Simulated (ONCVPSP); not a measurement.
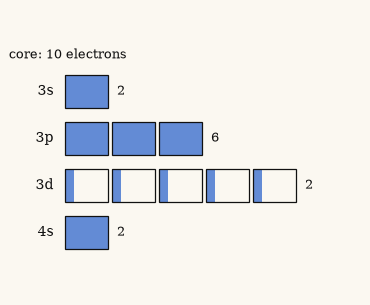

The valence shells of the reference configuration: a box for each of the 2l + 1 orbitals, shaded by the share of the shell that is filled, with the electron count at the right. The shells are those of the unaltered input.

## Ti: pseudopotential generation

System: titanium (Ti, Z = 22), core [Ne], reference valence 3s2 3p6 3d2 4s2, valence charge 12. (This line and the method describe the unaltered input from which the odd one was made.)
Method: ONCV potential, PBE, scalar-relativistic, made with ONCVPSP 4.0.1.

### The input
```
# ATOM AND REFERENCE CONFIGURATION
# atsym  z   nc   nv     iexc    psfile
  Ti 22.00    3    4        4      upf
#
#   n    l    f
    1    0    2.00
    2    0    2.00
    2    1    6.00
    3    0    2.00
    3    1    6.00
    3    2    2.00
    4    0    2.00
#
# PSEUDOPOTENTIAL AND OPTIMIZATION
# lmax
    2
#
#   l,   rc,      ep,       ncon, nbas, qcut
    0    2.00    0.00    3    7    6.30
    1    1.50    0.00    4    8    7.70
    2    1.30    0.00    3    6   40.00
#
# LOCAL POTENTIAL
# lloc, lpopt,  rc(5),   dvloc0
    2    5    1.30    0.00
#
# VANDERBILT-KLEINMAN-BYLANDER PROJECTORs
# l, nproj, debl
    0    3    3.30
    1    1    0.60
    2    0    1.20
#
# MODEL CORE CHARGE
# icmod, fcfact, rcfact
    3    4.75    1.15
#
# LOG DERIVATIVE ANALYSIS
# epsh1, epsh2, depsh
   -4.00    5.00    0.02
#
# OUTPUT GRID
# rlmax, drl
    6.00    0.01
#
# TEST CONFIGURATIONS
# ncnf
    4
# nvcnf
#   n    l    f
    4
    3    0    2.00
    3    1    6.00
    3    2    2.00
    4    0    1.00
#
    4
    3    0    2.00
    3    1    6.00
    3    2    2.00
    4    0    0.00
#
    4
    3    0    2.00
    3    1    6.00
    3    2    1.00
    4    0    0.00
#
    4
    3    0    2.00
    3    1    6.00
    3    2    1.00
    4    0    2.00
#
```

Launched with:
```bash
oncvpsp.x < Ti.dat > Ti.out
```

### Log (extracts)
```
ONCVPSP  (Optimized Norm-Conservinng Vanderbilt PSeudopotential)
scalar-relativistic version 4.0.1

#   n    l    f        energy (Ha)
    1    0    2.00    -1.7892815E+02
    2    0    2.00    -1.9732061E+01
    2    1    6.00    -1.6326222E+01
    3    0    2.00    -2.3017400E+00
    3    1    6.00    -1.4281096E+00
    3    2    2.00    -1.5651097E-01
    4    0    2.00    -1.6415853E-01

Reference configufation results
  iterations    22
  all-electron total energy (Ha)   -8.53564434D+02

Begin loop to  construct optimized pseudo wave functions
and semi-local pseudopoentials for all angular momenta

   Wellstate for l =  0  n =  6
     eigenvalue =   3.1358
     asymptotic potential =   3.6358
     half-point radius =  3.5847

Calculating optimized projector #   1

 for l=   0

    Fraction of norm inside rc  0.983747
    Optimizing pswf for qcut=   6.29 a_B^-1,  ecut=  19.81 Ha
    Residual kinetic energy error=  9.34D-08 Ha

    Energy error per electron        Cutoff
         Ha          eV             Ha
         0.01000     0.27211        5.95
         0.00100     0.02721        7.94
         0.00010     0.00272        9.46
         0.00001     0.00027       11.84

Calculating optimized projector #   2

 for l=   0

    Fraction of norm inside rc  0.092989
    Optimizing pswf for qcut=   6.29 a_B^-1,  ecut=  19.81 Ha
    Residual kinetic energy error=  2.63D-07 Ha

    Energy error per electron        Cutoff
         Ha          eV             Ha
         0.01000     0.27211        4.22
         0.00100     0.02721        6.20
         0.00010     0.00272       10.50
         0.00001     0.00027       15.59

Calculating optimized projector #   3

 for l=   0

    Fraction of norm inside rc  0.135294
    Optimizing pswf for qcut=   6.29 a_B^-1,  ecut=  19.81 Ha
    Residual kinetic energy error=  5.75D-05 Ha

    Energy error per electron        Cutoff
         Ha          eV             Ha
         0.01000     0.27211        7.22
         0.00100     0.02721       13.07
         0.00010     0.00272       18.86
         0.00001     0.00027       38.80

Calculating optimized projector #   1

 for l=   1

    Fraction of norm inside rc  0.841852
    Optimizing pswf for qcut=   7.69 a_B^-1,  ecut=  29.60 Ha
    Residual kinetic energy error=  1.54D-06 Ha

    Energy error per electron        Cutoff
         Ha          eV             Ha
         0.01000     0.27211       15.36
         0.00100     0.02721       20.04
         0.00010     0.00272       24.00
         0.00001     0.00027       27.12

Calculating optimized projector #   1

 for l=   2

    Fraction of norm inside rc  0.464499
    Optimizing pswf for qcut=  40.00 a_B^-1,  ecut= 800.00 Ha
    Residual kinetic energy error= -2.51-310 Ha
 ERROR pspot:  first pseudo wave function has node,          program will stop
 ERROR pspot: try changing psp parameters for this l
```

### What the run reported

```tsv
quantity	value
outcome	ended with an error
hardware	1 CPU thread, shared host
wall time	0.71 s
```

### Diagnosis

The input is odd on purpose: qcut of l = 2 set to 40.00. The generator stopped with the message “ERROR pspot: first pseudo wave function has node, program will stop”. In words: the optimised pseudo-wave of the first projector has a node, so the radial equation cannot be inverted for a potential. It was at work on the d channel when it stopped.
